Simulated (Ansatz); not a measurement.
## Two runs on AlHOF2

System: AlHOF2, SMILES [OH][Al]([F])[F].
Method of the first run: RKS r2SCAN-D4/def2-TZVPP (Ansatz 0.2.0).

The geometry: displaced from a GFN2-xTB structure. Text and figures count atoms from 1; the logs count them from 0 in places.

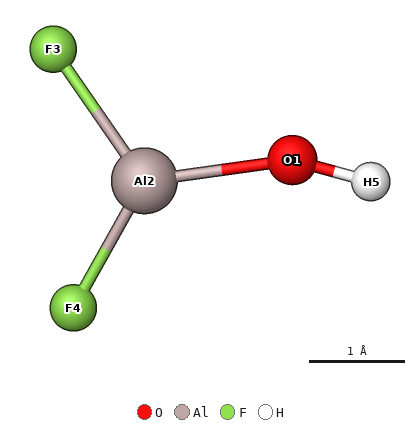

Figure 1. The input geometry (ball-and-stick view, seen at a tilt; atoms are numbered from 1 in the order of the input). Sticks mark near contacts. Bond lengths as drawn: Al–F 1.58 to 1.69 Å, Al–O 1.59 Å and H–O 0.86 Å.

**Input file, the first run**
```yaml
crystal:
  periodic: [false, false, false]
  atoms:
    - {symbol: O, position_ang: [-0.104200, 1.142700, -0.119100]}
    - {symbol: Al, position_ang: [0.114200, -0.430000, -0.026200]}
    - {symbol: F, position_ang: [1.461700, -0.972400, 0.846200]}
    - {symbol: F, position_ang: [-0.898100, -1.572800, -0.417700]}
    - {symbol: H, position_ang: [-0.538900, 1.864400, -0.274100]}
basis:
  gaussian: {orbitals: def2-TZVPP}
hamiltonian: {xc: r2scan, dispersion: d4}
output: {forces: true}
```

Hardware: 4 CPU threads, shared host.

**Output (the first run)**
```
Functional definition: r2SCAN
  parameter k0 = 0.174
  parameter k1 = 0.065
  parameter a1 = 4.9479
  exchange = r2scan_x(k0 = k0, k1 = k1, a1 = a1)
  correlation = r2scan_c
791 factors; their error is unknown
mean field evaluation 1: about -14088.6014 eV, gradient 8.5e1 eV
mean field evaluation 2: about -14060.4549 eV, gradient 1.5e2 eV
mean field evaluation 4: about -14098.8721 eV, gradient 9.9e0 eV
mean field evaluation 8: about -14098.9998 eV, gradient 1.6e-1 eV
mean field -14098.99981240 eV, -518.1286864605 hartree, gradient 4.8e-5 eV, S^2 0.000000; 0 other end points of the search recorded, 0 dependent functions left out
the calculation of the forces begins
reference -14098.99982449 eV, -518.1286869048 hartree; 20, 20 occupied and 129, 129 virtual orbitals, 791 factors
Total energy: -14099.01553625 eV, -518.1292643011 hartree
Atom 0 at    -0.104200     1.142700    -0.119100 Å, force     3.336486    -3.919328     1.032933 eV/Å
Atom 1 at     0.114200    -0.430000    -0.026200 Å, force     2.752827    -0.925939     2.007898 eV/Å
Atom 2 at     1.461700    -0.972400     0.846200 Å, force    -0.970497     0.441717    -0.862711 eV/Å
Atom 3 at    -0.898100    -1.572800    -0.417700 Å, force    -1.482986    -1.534413    -0.809732 eV/Å
Atom 4 at    -0.538900     1.864400    -0.274100 Å, force    -3.635830     5.937963    -1.368388 eV/Å
Dipole moment:    -0.257359     0.464091    -0.280369 e Å
```

The input of the second run differs as follows (lines with − go, lines with + come):
```diff
-hamiltonian: {xc: r2scan, dispersion: d4}
+correlation: {method: ccsd_t}
```

What does this change do to the results?

The total energies belong to different models, so their difference says nothing on which is more stable or more accurate. The largest force goes from 7.096 to 7.072 eV/Å.

**Output (the second run)**
```
Functional definition: HF
  exchange = exact_x
  correlation = 0
950 factors; integrals over basis functions are off by at most 1.2e-3 eV
mean field evaluation 1: about -14052.5729 eV, gradient 5.3e1 eV
mean field evaluation 2: about -14052.6459 eV, gradient 5.4e1 eV
mean field evaluation 4: about -14056.8957 eV, gradient 1.8e0 eV
mean field evaluation 8: about -14056.9425 eV, gradient 2.5e-1 eV
mean field evaluation 16: about -14052.5734 eV, gradient 5.3e1 eV
mean field -14056.94268298 eV, -516.5831154616 hartree, gradient 2.9e-6 eV, S^2 0.000000; 0 other end points of the search recorded, 0 dependent functions left out
8 core orbitals not correlated: weight in the atoms' cores, before any rotation towards them, 1.000 or more for the frozen orbitals, at most 0.000 for the correlated occupied ones
reference -14056.94268298 eV, -516.5831154616 hartree; 12, 12 occupied and 129, 129 virtual orbitals, 950 factors
second order -22.03591426 eV of doubles, -0.00000000 eV of singles
cycle   1  -21.63995632 eV  change    4.0e-1 eV  update   9.0e-2
cycle   2  -22.02069423 eV  change   -3.8e-1 eV  update   2.5e-2
cycle   3  -22.11773776 eV  change   -9.7e-2 eV  update   1.2e-2
cycle   4  -22.10498962 eV  change    1.3e-2 eV  update   2.7e-3
cycle   5  -22.10167890 eV  change    3.3e-3 eV  update   1.0e-3
cycle   6  -22.10226528 eV  change   -5.9e-4 eV  update   3.3e-4
cycle   7  -22.10223783 eV  change    2.7e-5 eV  update   9.7e-5
cycle   8  -22.10216350 eV  change    7.4e-5 eV  update   3.3e-5
cycle   9  -22.10216190 eV  change    1.6e-6 eV  update   1.1e-5
perturbative correction -0.62231727 eV, -0.0228697377 hartree
the calculation of the forces begins
Total energy: -14079.66716215 eV, -517.4182246677 hartree
Atom 0 at    -0.104200     1.142700    -0.119100 Å, force     3.312087    -3.731024     1.006347 eV/Å
Atom 1 at     0.114200    -0.430000    -0.026200 Å, force     2.813899    -1.028515     2.073569 eV/Å
Atom 2 at     1.461700    -0.972400     0.846200 Å, force    -0.953328     0.437307    -0.865739 eV/Å
Atom 3 at    -0.898100    -1.572800    -0.417700 Å, force    -1.540390    -1.590241    -0.847476 eV/Å
Atom 4 at    -0.538900     1.864400    -0.274100 Å, force    -3.632268     5.912473    -1.366701 eV/Å
Dipole moment:    -0.259299     0.463291    -0.289018 e Å
```

**The two runs side by side**

| quantity | the first run | the second run |
| --- | --- | --- |
| outcome | converged | converged |
| total energy (hartree) | −518.129264 | −517.418225 |
| dipole moment (D) | 2.88 | 2.90 |
| largest force (eV/Å) | 7.096 | 7.072 |
| basis functions | 149 | 149 |
| wall time (shared host) | 1 s | 42 s |
